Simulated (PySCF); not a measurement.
Run report: C2H9ClSi2, excited-state calculation

- system: C2H9ClSi2, SMILES C[Si](C)([SiH3])Cl
- method: TDDFT CAM-B3LYP/def2-SVPD, vertical, gas phase, core orbitals frozen in the response (PySCF 2.14.0)

The geometry comes from this level: PBE0-D3(BJ)/def2-SVP.

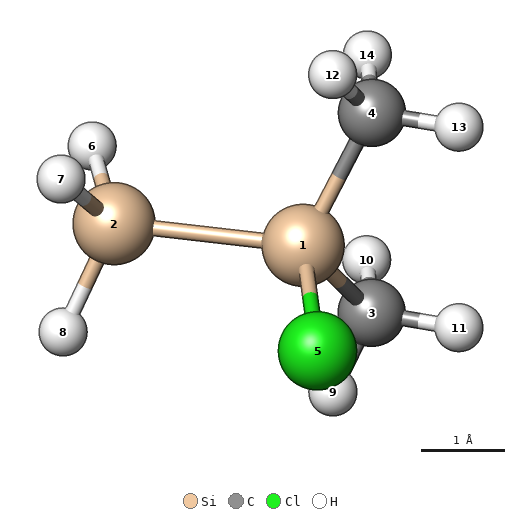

Fig. 1: The structure (ball-and-stick view, seen at a tilt; atoms are numbered from 1 in the order of the input). Bond lengths as drawn: Cl–Si 2.09 Å, C–H 1.10 Å, C–Si 1.87 Å, H–Si 1.50 Å and Si–Si 2.34 Å.

**The input**
```
{"job": {"kind": "uv", "xc": "CAM-B3LYP", "basis": "def2-SVPD", "nstates": 6, "ntriplets": 2, "ip": true}, "charge": 0, "multiplicity": 1}
Si    -0.280512    -0.161962    -0.332874
Si     1.208469    -1.439293     0.949353
C     -1.631481     0.602464     0.714900
C      0.600912     1.133659    -1.357964
Cl    -1.182740    -1.516567    -1.651708
H      1.963877    -0.572993     1.910902
H      2.193960    -2.130241     0.061719
H      0.455405    -2.468112     1.731329
H     -2.170546    -0.164105     1.290900
H     -1.202161     1.330616     1.421793
H     -2.356876     1.127832     0.073781
H      1.376880     0.676811    -1.990373
H     -0.114683     1.654098    -2.013154
H      1.081112     1.878514    -0.703255
```

The first line tells a small driver script what to run in PySCF; the rest is the geometry in Å.

Hardware: 1 CPU thread, shared host.

Launched with:
```bash
OMP_NUM_THREADS=1 python <driver script> task.json out
```

**What the program printed**
```
coarse grid: 12624 points
cycle   1  E = -1120.3020628342  dE =  2.078e-02  |g| = 3.738e-01  |ddm| = 4.445e+00
cycle   2  E = -1120.3193713931  dE = -1.731e-02  |g| = 3.009e-01  |ddm| = 1.042e+00
cycle   3  E = -1120.3434943474  dE = -2.412e-02  |g| = 2.056e-02  |ddm| = 4.620e-01
cycle   4  E = -1120.3436593813  dE = -1.650e-04  |g| = 6.806e-03  |ddm| = 8.264e-02
cycle   5  E = -1120.3436745425  dE = -1.516e-05  |g| = 1.594e-03  |ddm| = 1.612e-02
cycle   6  E = -1120.3436753575  dE = -8.149e-07  |g| = 3.776e-04  |ddm| = 4.175e-03
final grid: 106368 points
cycle   7  E = -1120.4799358834  dE = -1.518e-05  |g| = 2.621e-03  |ddm| = 4.585e-02
cycle   8  E = -1120.4799361364  dE = -2.531e-07  |g| = 2.420e-03  |ddm| = 7.580e-03
cycle   9  E = -1120.4799376522  dE = -1.516e-06  |g| = 1.003e-04  |ddm| = 3.027e-03
cycle  10  E = -1120.4799376552  dE = -3.014e-09  |g| = 4.453e-05  |ddm| = 3.166e-04
cycle  11  E = -1120.4799376559  dE = -6.130e-10  |g| = 7.110e-06  |ddm| = 1.114e-04
```

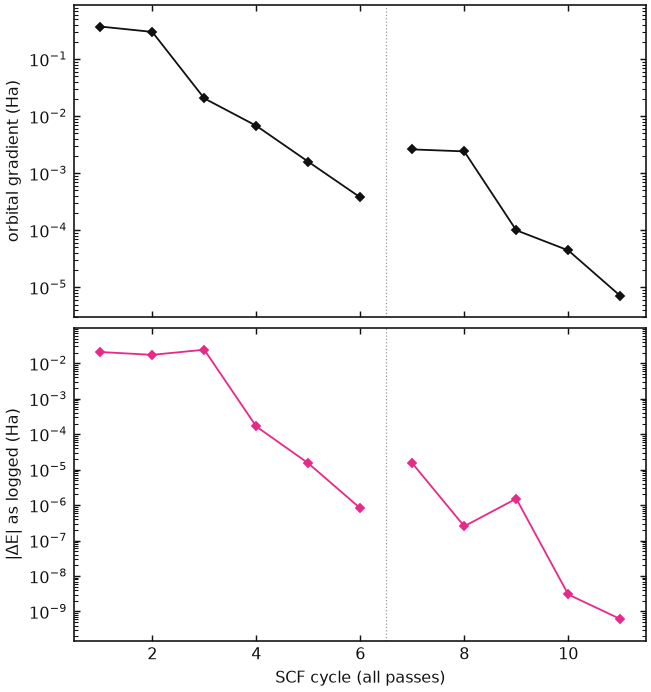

Fig. 2: Convergence of the self-consistent field: orbital gradient and size of the energy change against the SCF cycle. The dotted line marks the change from a coarse to the final integration grid. The first 6 cycles use a coarse grid, the final grid takes over at cycle 7, and the field converges after 11 cycles in all.

```
converged SCF energy = -1120.4799376559

Static polarisability (au): isotropic 95.658, principal 90.094 93.772 103.108

Singlet excitations
state   eV       nm        f      main configurations
  1   6.7812    182.8   0.03839   H->L+1 0.78, H->L 0.15
  2   7.1969    172.3   0.04725   H->L+2 0.89
  3   7.3323    169.1   0.04864   H->L 0.78, H->L+1 0.14
  4   7.6026    163.1   0.00530   H-1->L+1 0.86
  5   7.9441    156.1   0.42954   H->L+3 0.78
  6   8.1480    152.2   0.09557   H-1->L 0.76

Triplet excitations (Tamm-Dancoff, eV): 5.9910 6.3894
Vertical ionisation energy (delta-SCF) = 9.8066 eV
```

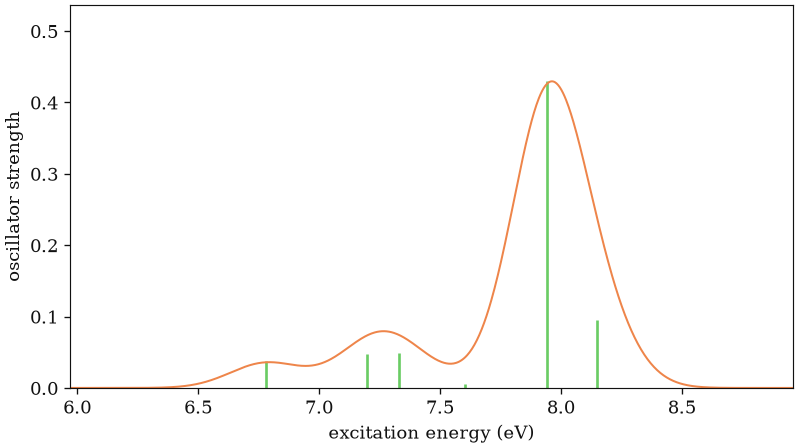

Fig. 3: Computed excitations as sticks (degenerate states added up, dark ones marked on the axis), with a Gaussian envelope of 0.35 eV full width at half maximum, scaled to the tallest. Of the 6 states the lowest lies at 6.78 eV (f = 0.038); the strongest line is at 7.94 eV, or 156 nm (f = 0.430).

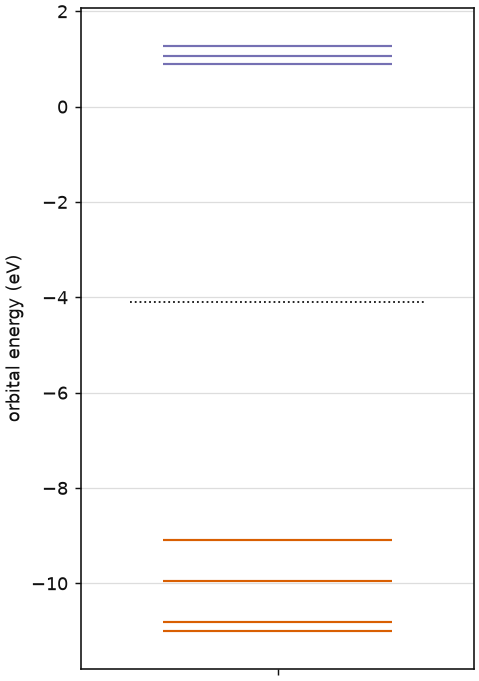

Fig. 4: Orbital energies near the frontier; the dotted line parts filled from empty levels, and levels within 0.02 eV of each other stand side by side. Highest filled −9.10 eV, lowest empty 0.89 eV, 9.99 eV apart.

**Summary**

| quantity | value |
| --- | --- |
| outcome | converged |
| total energy | −1120.479938 hartree |
| HOMO | −9.10 eV |
| LUMO | 0.89 eV |
| dipole moment | 2.25 D |
| mean polarisability | 95.66 a.u. |
| vertical ionisation energy | 9.81 eV |
| lowest singlet excitation | 6.78 eV |
| wall time | 2.6 min |
| peak memory | 1 GiB |
